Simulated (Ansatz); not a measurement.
Geometry relaxation of La4ClO6 (part 1 of 5)

System: La4ClO6 (slab, 22 atoms in the cell).
Method: DFT LDA, scalar-relativistic, plane waves, PAW, PAW set soft_1, no spin polarisation (Ansatz 0.2.0).

The structure derives from an entry of the Crystallography Open Database. The input holds or restrains some coordinates. Forces given for the steps count only the free coordinates. It belongs to a series of runs on one base structure; here: end point A relaxed.

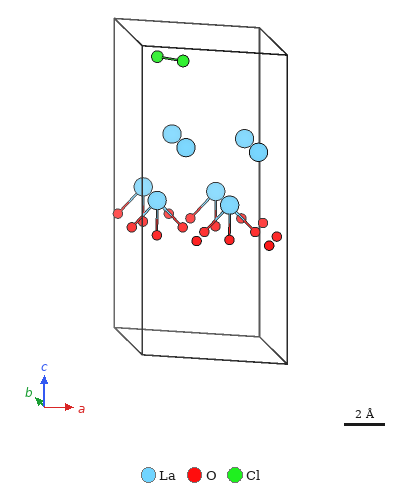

Fig. 1: The structure as given in the input (ball-and-stick view of the cell of the calculation, with the vacuum cut short, seen slightly off an axis; bonded neighbours outside the cell are drawn too). An atom can appear more than once, as a periodic image.

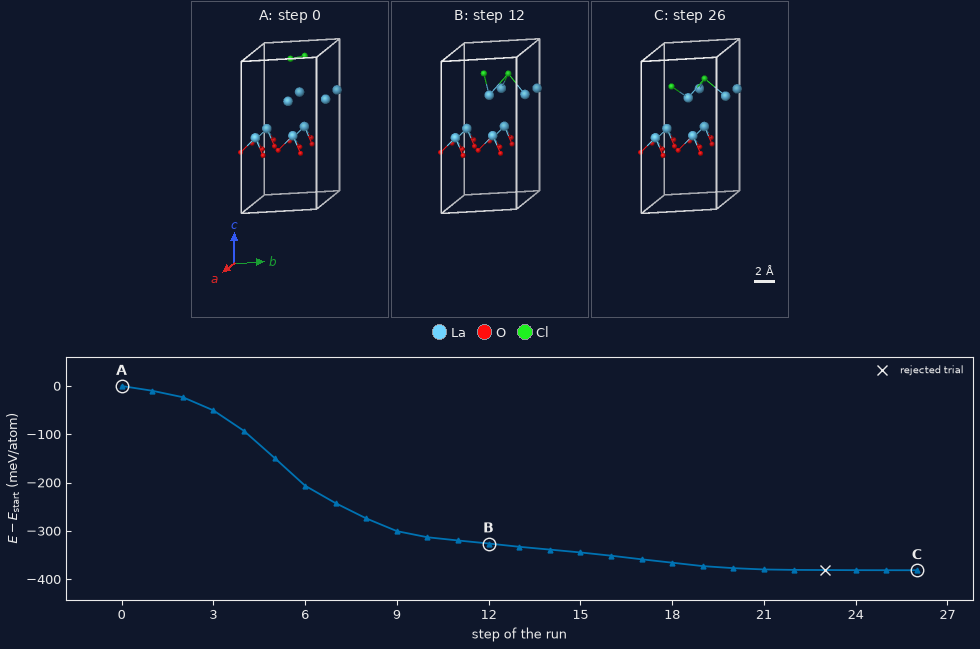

Fig. 2: Frames of the restrained relaxation (ball-and-stick view of the cell of the calculation, with the vacuum cut short (origin shifted), seen slightly off an axis) above the curves, on which the letters mark them (the first geometry is step 0 here and step 1 in the log).

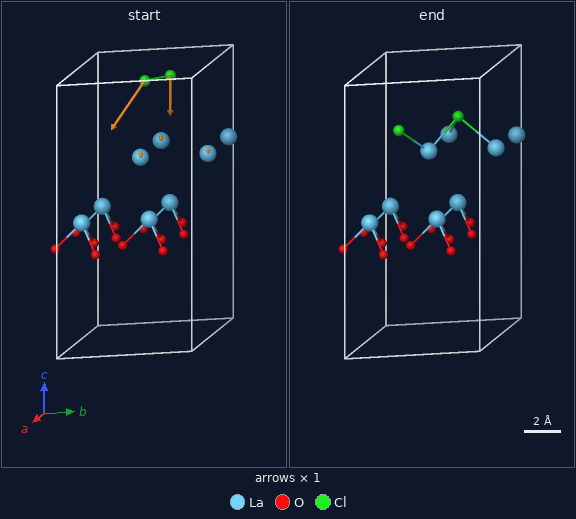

Fig. 3: Before (left) and after (right) the restrained relaxation, at one scale (ball-and-stick view of the cell of the calculation, with the vacuum cut short (origin shifted), seen slightly off an axis). The orange arrows give the displacements, at true length. Over 26 geometry steps the energy falls by 381 meV per atom. The largest force component goes from 0.78 to 0.011 eV/Å. The line search rejected the trial step at point 23 (counted from 0) and went back. The largest move is that of Cl22, 3.57 Å. Largest moves by element: Cl 3.57 Å, La 0.37 Å. O stays in place. The lattice vectors keep their values. Among the contacts that change: La7–Cl22 6.125 → 2.794 Å, La12–Cl22 6.089 → 2.788 Å, Cl21–Cl22 2.001 → 4.558 Å, La12–Cl21 4.959 → 2.795 Å. New bonds form: La12–Cl21 (4.96 → 2.79 Å), La12–Cl22 (6.09 → 2.79 Å), La2–Cl21 (4.96 → 2.80 Å), La2–Cl22 (4.46 → 2.79 Å). Bonds break: Cl21–Cl22 (2.00 → 4.56 Å). (Atoms are counted from 1 in the order of the input.)

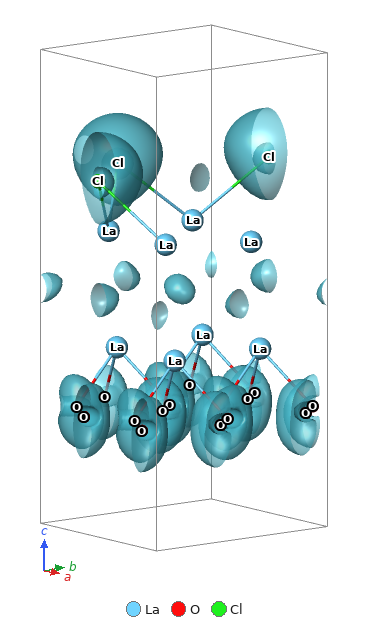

Fig. 4: Isosurface of the ELF at 0.7 (cyan), seen slightly off an axis. Core shells and regions of very low density are left out. Sticks mark near contacts. Profiles from the grid: La–O (2.14 Å): the ELF is about 0.45 at the midpoint. La–Cl (2.79 Å): the ELF peaks at about 0.85 in the valence shell of Cl, 0.8 Å from its nucleus, and drops to about 0.20 between the two atoms. Core electrons are frozen (PAW), so the fields are smoothed inside the atomic spheres.

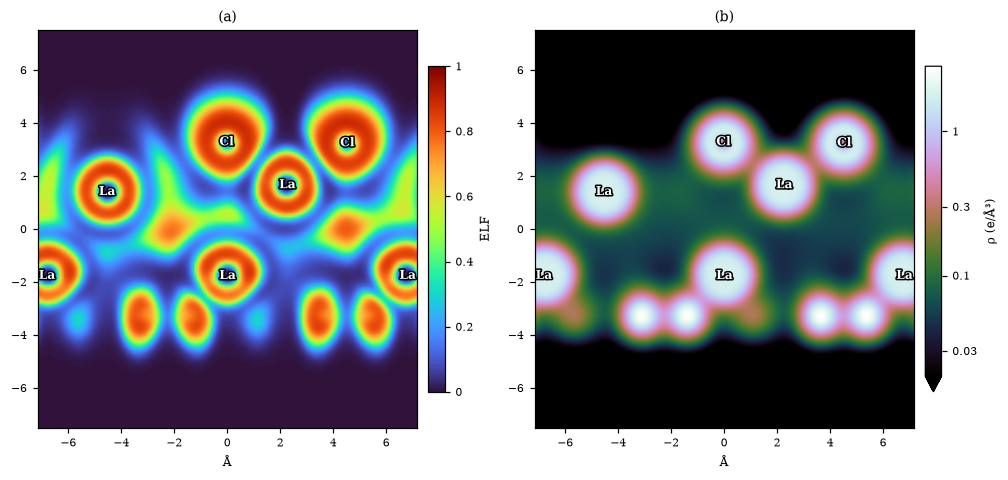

Fig. 5: (a) ELF; (b) valence electron density on the (110) plane of the calculation cell, a cut from vacuum to vacuum. Atoms in the plane: La and Cl. La–Cl (2.80 Å): the density is about 0.3 e/Å³ at the midpoint; the ELF peaks at about 0.85 in the valence shell of Cl, 0.8 Å from its nucleus, and drops to about 0.20 between the two atoms. The density dies away to nearly zero in the vacuum. The strong features right at La lie inside the PAW spheres (semicore, d or f shells) and say nothing about bonding.

These pictures come from the run below.

### Input file
```yaml
crystal:
  lattice:
    - [7.86, 0.0, 0.0]
    - [-3.93, 6.80696, 0.0]
    - [0.0, 0.0, 16.59]
  atoms:
    - { symbol: La, position: [0.1666667, 0.3333333, 0.1525015] }
    - { symbol: La, position: [0.3333333, 0.1666667, 0.33695] }
    - { symbol: O, position: [0.125, 0.125, 0.0602773] }
    - { symbol: O, position: [0.375, 0.0, 0.0602773] }
    - { symbol: O, position: [0.0, 0.375, 0.0602773] }
    - { symbol: La, position: [0.1666667, 0.8333333, 0.1525015] }
    - { symbol: La, position: [0.3333333, 0.6666667, 0.33695] }
    - { symbol: O, position: [0.125, 0.625, 0.0602773] }
    - { symbol: O, position: [0.375, 0.5, 0.0602773] }
    - { symbol: O, position: [0.0, 0.875, 0.0602773] }
    - { symbol: La, position: [0.6666667, 0.3333333, 0.1525015] }
    - { symbol: La, position: [0.8333333, 0.1666667, 0.33695] }
    - { symbol: O, position: [0.625, 0.125, 0.0602773] }
    - { symbol: O, position: [0.875, 0.0, 0.0602773] }
    - { symbol: O, position: [0.5, 0.375, 0.0602773] }
    - { symbol: La, position: [0.6666667, 0.8333333, 0.1525015] }
    - { symbol: La, position: [0.8333333, 0.6666667, 0.33695] }
    - { symbol: O, position: [0.625, 0.625, 0.0602773] }
    - { symbol: O, position: [0.875, 0.5, 0.0602773] }
    - { symbol: O, position: [0.5, 0.875, 0.0602773] }
    - { symbol: Cl, position: [0.1694415, 0.338964, 0.60217] }
    - { symbol: Cl, position: [0.3193532, 0.1950794, 0.6051838] }
basis:
  ecutwfc: 420.0
kpoints:
  mp_grid: { grid: [2, 2, 1] }
hamiltonian:
  xc: lda
  pseudopotentials: { kind: paw, azcp: { folder: soft_1 } }
scf:
  occupations: { method: gaussian, width: 0.02 }
  lower_state_search: "off"
relax:
  f_tol: 0.03
  max_steps: 60
  adjacent_minimum: "off"
  constraints: [{ sites: [2, 3, 4, 7, 8, 9, 12, 13, 14, 17, 18, 19] }]
output:
  write_density: true
  write_potential: true
  elf: true
  volumetric_format: npy
```

Launched with:
```bash
ansatz run input.yaml --threads 2 --pin off --max-ram 5120MiB --backend cpu --events-out ev --progress --plain --runs-dir out
```

### Log
```
Warning: [file] the record states the generating functional pbe (its physics header spells it `PBE`), which answers neither for hamiltonian.xc's functional nor for the lda family's — results may be inconsistent (PPs are generated against a specific XC)
Warning: [file] the record states the generating functional pbe (its physics header spells it `PBE`), which answers neither for hamiltonian.xc's functional nor for the lda family's — results may be inconsistent (PPs are generated against a specific XC)
Warning: [file] the record states the generating functional pbe (its physics header spells it `PBE`), which answers neither for hamiltonian.xc's functional nor for the lda family's — results may be inconsistent (PPs are generated against a specific XC)
Engine: ansatz 0.2.0, aarch64-unknown-linux-gnu
Pseudopotentials: kind: paw
Pseudopotential: La, paw, valence charge 11, recommended cutoff 420 eV (normal), [file]
Pseudopotential: O, paw, valence charge 6, recommended cutoff 420 eV (normal), [file]
Pseudopotential: Cl, paw, valence charge 7, recommended cutoff 420 eV (normal), [file]
Functional definition: SPW92
  exchange = slater_x
  correlation = pw_c
Crystal: 22 atoms, lattice volume = 887.610 Å³
Basis set: ecut = 420 eV, 17329 PW (Γ)
Bands: 109, of which v1, the nominal top of the filled ones, is band 87 counted from 1 (86 counted from 0)
Symmetry: 1 space group operations
Space group: P1 (ITA 1), of the structure as read, at distance tolerance 9.6e-5 Å
k-points: 4
Non-local potential: La, projectors of the file, l = 0: 3, l = 1: 2, l = 2: 2, l = 3: 3
Non-local potential: O, projectors of the file, l = 0: 2, l = 1: 2, l = 2: 1
Non-local potential: Cl, projectors of the file, l = 0: 2, l = 1: 2, l = 2: 1
PAW form: soft (Blöchl's): semilocal exchange-correlation on the pseudo side does not see the compensation charge
PAW frozen core: La, regenerated for the run's functional, and the local potential with it (the file was generated under x = pbe(κ = 0.804, μ = 0.2195149727645171), c = pbe(β = 0.06672455060314922))
PAW frozen core: O, regenerated for the run's functional, and the local potential with it (the file was generated under x = pbe(κ = 0.804, μ = 0.2195149727645171), c = pbe(β = 0.06672455060314922))
PAW frozen core: Cl, regenerated for the run's functional, and the local potential with it (the file was generated under x = pbe(κ = 0.804, μ = 0.2195149727645171), c = pbe(β = 0.06672455060314922))
PAW one-centre angular grid: La, 590 points (default); XC on 64 Gauss nodes
PAW one-centre angular grid: O, 110 points (default); XC on 64 Gauss nodes
PAW one-centre angular grid: Cl, 110 points (default); XC on 64 Gauss nodes
Initial density: superposition of atomic densities (neutral atoms: chi_scale 0, normalization atom)
Initial wavefunctions: pseudopotential atomic-orbital guess
Functional: x = slater, c = lda
SCF iter   1: F=—  HF=-57349.032119 eV  |F-HF|=—  |Δ(HF+E_count)|=         —  Δρ=1.08e-1  dr2=6.06e2  ethr=3.10e-3  ⟨swp⟩=7.2  Hψ=1929  notcnv=0  defer=18
preconditioner: auto → LDOS  [insulator: Δε(μ)=0.044 eV  Ē_g=9.886 eV  σ=0.020 eV  W_gap=0.60  n_scr=136 (ndim 8)  ℏωp=14.4 eV  f_vac=0.404  D(μ)=37.79/eV (n_scr^D=314)  ε∞_Penn≈3.1  β→1.0]
SCF iter   2: F=—  HF=-57352.968876 eV  |F-HF|=—  |Δ(HF+E_count)|=    3.94e0  Δρ=2.55e-1  dr2=1.81e3  ethr=3.10e-3  ⟨swp⟩=23.0  Hψ=4067  notcnv=0  defer=56  recentre
SCF iter   3: F=—  HF=-57329.901690 eV  |F-HF|=—  |Δ(HF+E_count)|=    2.31e1  Δρ=4.19e-2  dr2=4.87e1  ethr=3.10e-3  ⟨swp⟩=15.2  Hψ=3028  notcnv=0  defer=48
SCF iter   4: F=—  HF=-57328.259776 eV  |F-HF|=—  |Δ(HF+E_count)|=    1.64e0  Δρ=3.50e-2  dr2=2.77e1  ethr=3.10e-3  ⟨swp⟩=10.2  Hψ=1845  notcnv=0  defer=61
SCF iter   5: F=—  HF=-57327.736740 eV  |F-HF|=—  |Δ(HF+E_count)|=   5.23e-1  Δρ=2.48e-2  dr2=1.95e1  ethr=3.10e-3  ⟨swp⟩=7.8  Hψ=1023  notcnv=0  defer=57
SCF iter   6: F=—  HF=-57326.756492 eV  |F-HF|=—  |Δ(HF+E_count)|=   9.80e-1  Δρ=2.01e-2  dr2=1.01e1  ethr=3.10e-3  ⟨swp⟩=5.8  Hψ=597  notcnv=0  defer=54
SCF iter   7: F=—  HF=-57325.428907 eV  |F-HF|=—  |Δ(HF+E_count)|=    1.33e0  Δρ=1.37e-2  dr2=4.25e0  ethr=3.10e-3  ⟨swp⟩=4.2  Hψ=756  notcnv=0  defer=58
SCF iter   8: F=—  HF=-57325.063089 eV  |F-HF|=—  |Δ(HF+E_count)|=   3.66e-1  Δρ=1.03e-2  dr2=1.27e0  ethr=2.44e-3  ⟨swp⟩=4.5  Hψ=571  notcnv=0  defer=51
SCF iter   9: F=—  HF=-57324.856664 eV  |F-HF|=—  |Δ(HF+E_count)|=   2.06e-1  Δρ=7.64e-3  dr2=1.38e0  ethr=7.29e-4  ⟨swp⟩=4.0  Hψ=573  notcnv=0  defer=51
SCF iter  10: F=—  HF=-57324.873253 eV  |F-HF|=—  |Δ(HF+E_count)|=   1.66e-2  Δρ=1.91e-2  dr2=1.61e1  ethr=7.29e-4  ⟨swp⟩=6.5  Hψ=891  notcnv=0  defer=51  recentre
SCF iter  11: F=—  HF=-57324.819175 eV  |F-HF|=—  |Δ(HF+E_count)|=   5.41e-2  Δρ=5.71e-3  dr2=1.52e0  ethr=7.29e-4  ⟨swp⟩=5.5  Hψ=620  notcnv=0  defer=55
SCF iter  12: F=—  HF=-57325.466192 eV  |F-HF|=—  |Δ(HF+E_count)|=   6.47e-1  Δρ=6.97e-3  dr2=2.29e0  ethr=7.29e-4  ⟨swp⟩=6.5  Hψ=995  notcnv=0  defer=56
SCF iter  13: F=—  HF=-57324.972428 eV  |F-HF|=—  |Δ(HF+E_count)|=   4.94e-1  Δρ=4.70e-3  dr2=1.08e0  ethr=7.29e-4  ⟨swp⟩=3.0  Hψ=700  notcnv=0  defer=56
SCF iter  14: F=—  HF=-57324.880446 eV  |F-HF|=—  |Δ(HF+E_count)|=   9.20e-2  Δρ=4.13e-3  dr2=8.49e-1  ethr=6.21e-4  ⟨swp⟩=3.8  Hψ=562  notcnv=0  defer=56
SCF iter  15: F=—  HF=-57324.700105 eV  |F-HF|=—  |Δ(HF+E_count)|=   1.80e-1  Δρ=2.84e-3  dr2=3.78e-1  ethr=4.88e-4  ⟨swp⟩=4.0  Hψ=560  notcnv=0  defer=56
SCF iter  16: F=—  HF=-57324.649795 eV  |F-HF|=—  |Δ(HF+E_count)|=   5.03e-2  Δρ=6.47e-3  dr2=2.26e0  ethr=2.17e-4  ⟨swp⟩=5.5  Hψ=815  notcnv=0  defer=52  recentre
SCF iter  17: F=—  HF=-57324.677157 eV  |F-HF|=—  |Δ(HF+E_count)|=   2.74e-2  Δρ=9.12e-3  dr2=4.23e0  ethr=2.17e-4  ⟨swp⟩=1.5  Hψ=392  notcnv=0  defer=52
SCF iter  18: F=—  HF=-57324.636931 eV  |F-HF|=—  |Δ(HF+E_count)|=   4.02e-2  Δρ=2.01e-3  dr2=1.82e-1  ethr=2.17e-4  ⟨swp⟩=5.2  Hψ=537  notcnv=0  defer=52
SCF iter  19: F=—  HF=-57324.635585 eV  |F-HF|=—  |Δ(HF+E_count)|=   1.35e-3  Δρ=5.02e-3  dr2=1.35e0  ethr=1.04e-4  ⟨swp⟩=4.2  Hψ=740  notcnv=0  defer=52  recentre
SCF iter  20: F=—  HF=-57324.668647 eV  |F-HF|=—  |Δ(HF+E_count)|=   3.31e-2  Δρ=8.49e-3  dr2=3.68e0  ethr=1.04e-4  ⟨swp⟩=1.0  Hψ=384  notcnv=0  defer=52
SCF iter  21: F=—  HF=-57324.613392 eV  |F-HF|=—  |Δ(HF+E_count)|=   5.53e-2  Δρ=4.63e-4  dr2=4.95e-3  ethr=1.04e-4  ⟨swp⟩=3.2  Hψ=401  notcnv=0  defer=52
SCF iter  22: F=—  HF=-57324.627052 eV  |F-HF|=—  |Δ(HF+E_count)|=   1.37e-2  Δρ=1.77e-3  dr2=1.67e-1  ethr=2.84e-6  ⟨swp⟩=5.2  Hψ=936  notcnv=0  defer=52
SCF iter  23: F=—  HF=-57324.632034 eV  |F-HF|=—  |Δ(HF+E_count)|=   4.98e-3  Δρ=1.88e-3  dr2=1.74e-1  ethr=2.84e-6  ⟨swp⟩=2.2  Hψ=573  notcnv=0  defer=52
SCF iter  24: F=—  HF=-57324.625475 eV  |F-HF|=—  |Δ(HF+E_count)|=   6.56e-3  Δρ=1.67e-3  dr2=1.38e-1  ethr=2.84e-6  ⟨swp⟩=3.0  Hψ=515  notcnv=0  defer=52
SCF iter  25: F=—  HF=-57324.614840 eV  |F-HF|=—  |Δ(HF+E_count)|=   1.06e-2  Δρ=7.85e-4  dr2=2.77e-2  ethr=2.84e-6  ⟨swp⟩=4.2  Hψ=754  notcnv=0  defer=52
SCF iter  26: F=—  HF=-57324.613782 eV  |F-HF|=—  |Δ(HF+E_count)|=   1.06e-3  Δρ=3.20e-4  dr2=4.17e-3  ethr=2.84e-6  ⟨swp⟩=1.2  Hψ=505  notcnv=0  defer=52
SCF iter  27: F=—  HF=-57324.613748 eV  |F-HF|=—  |Δ(HF+E_count)|=   3.33e-5  Δρ=3.08e-4  dr2=4.82e-3  ethr=2.40e-6  ⟨swp⟩=1.0  Hψ=384  notcnv=0  defer=52
SCF iter  28: F=—  HF=-57324.613658 eV  |F-HF|=—  |Δ(HF+E_count)|=   8.99e-5  Δρ=1.66e-4  dr2=1.35e-3  ethr=2.40e-6  ⟨swp⟩=1.0  Hψ=384  notcnv=0  defer=52
[...]
  greatest PAW one-centre occupation: 0.973 electrons in one spin orbital (limit 2), on the La atom at site 16 (counted from 0), in its partial waves of l = 0
relax step   1: F+E_penalty+E_count = -57324.61361102 eV  Δ(F+E_penalty+E_count) = +0.000e0 eV  max|allowed force component| = 7.782e-1 eV/Å  Δτ_max = 0.0000 Å  (32 SCF iters, dr2 threshold 2.25e-5 eV, accepted)
Initial density: handed on by an earlier stage of this run
Initial wavefunctions: those handed on with the density
preconditioner: auto → LDOS  [metal: Δε(μ)=0.002 eV  Ē_g=9.940 eV  σ=0.020 eV  W_gap=0.06  n_scr=136 (ndim 8)  ℏωp=15.3 eV  f_vac=0.428  D(μ)=66.85/eV (n_scr^D=756)  β→1.0]
preconditioner: auto → Resta (q_TF=auto, 2.079 Å⁻¹)  ε∞=3.4  [insulator: Δε(μ)=0.187 eV  Ē_g=9.780 eV  σ=0.020 eV  W_gap=1.00  n_scr=136 (ndim 8)  ℏωp=15.3 eV  f_vac=0.434  D(μ)=0.00/eV (n_scr^D=0)  ε∞_Penn≈3.4  vacuum switching on, ρ_ref=6.9e-3 e/Å³  β→0.5]
relax step   2: F+E_penalty+E_count = -57324.83034123 eV  Δ(F+E_penalty+E_count) = -2.167e-1 eV  max|allowed force component| = 9.051e-1 eV/Å  Δτ_max = 0.1949 Å  (18 SCF iters, dr2 threshold 3.79e-5 eV, accepted)
preconditioner: auto → LDOS  [metal: Δε(μ)=0.004 eV  Ē_g=9.920 eV  σ=0.020 eV  W_gap=0.10  n_scr=136 (ndim 8)  ℏωp=15.3 eV  f_vac=0.426  D(μ)=63.68/eV (n_scr^D=708)  β→1.0]
preconditioner: auto → Resta (q_TF=auto, 2.079 Å⁻¹)  ε∞=3.4  [insulator: Δε(μ)=0.186 eV  Ē_g=9.772 eV  σ=0.020 eV  W_gap=1.00  n_scr=136 (ndim 8)  ℏωp=15.3 eV  f_vac=0.434  D(μ)=0.00/eV (n_scr^D=0)  ε∞_Penn≈3.4  vacuum switching on, ρ_ref=6.9e-3 e/Å³  β→0.5]
relax step   3: F+E_penalty+E_count = -57325.12403905 eV  Δ(F+E_penalty+E_count) = -2.937e-1 eV  max|allowed force component| = 1.111e0 eV/Å  Δτ_max = 0.1989 Å  (17 SCF iters, dr2 threshold 5.12e-5 eV, accepted)
preconditioner: auto → LDOS  [metal: Δε(μ)=0.016 eV  Ē_g=9.869 eV  σ=0.020 eV  W_gap=0.43  n_scr=136 (ndim 8)  ℏωp=15.3 eV  f_vac=0.423  D(μ)=39.33/eV (n_scr^D=350)  β→1.0]
preconditioner: auto → Resta (q_TF=auto, 2.079 Å⁻¹)  ε∞=3.5  [insulator: Δε(μ)=0.178 eV  Ē_g=9.678 eV  σ=0.020 eV  W_gap=1.00  n_scr=136 (ndim 8)  ℏωp=15.3 eV  f_vac=0.432  D(μ)=0.00/eV (n_scr^D=0)  ε∞_Penn≈3.5  vacuum switching on, ρ_ref=6.8e-3 e/Å³  β→0.5]
relax step   4: F+E_penalty+E_count = -57325.72376359 eV  Δ(F+E_penalty+E_count) = -5.997e-1 eV  max|allowed force component| = 1.269e0 eV/Å  Δτ_max = 0.1949 Å  (16 SCF iters, dr2 threshold 1.00e-4 eV, accepted)
preconditioner: auto → LDOS  [insulator: Δε(μ)=0.032 eV  Ē_g=9.831 eV  σ=0.020 eV  W_gap=0.74  n_scr=136 (ndim 8)  ℏωp=15.3 eV  f_vac=0.422  D(μ)=20.36/eV (n_scr^D=136)  ε∞_Penn≈3.4  β→1.0]
preconditioner: auto → Resta (q_TF=auto, 2.079 Å⁻¹)  ε∞=3.5  [insulator: Δε(μ)=0.156 eV  Ē_g=9.663 eV  σ=0.020 eV  W_gap=1.00  n_scr=136 (ndim 8)  ℏωp=15.3 eV  f_vac=0.430  D(μ)=0.00/eV (n_scr^D=0)  ε∞_Penn≈3.5  vacuum switching on, ρ_ref=6.8e-3 e/Å³  β→0.5]
relax step   5: F+E_penalty+E_count = -57326.65772066 eV  Δ(F+E_penalty+E_count) = -9.340e-1 eV  max|allowed force component| = 1.748e0 eV/Å  Δτ_max = 0.1949 Å  (17 SCF iters, dr2 threshold 1.00e-4 eV, accepted)
preconditioner: auto → LDOS  [insulator: Δε(μ)=0.042 eV  Ē_g=9.795 eV  σ=0.020 eV  W_gap=0.86  n_scr=136 (ndim 8)  ℏωp=15.3 eV  f_vac=0.422  D(μ)=12.09/eV (n_scr^D=50)  ε∞_Penn≈3.4  β→1.0]
```
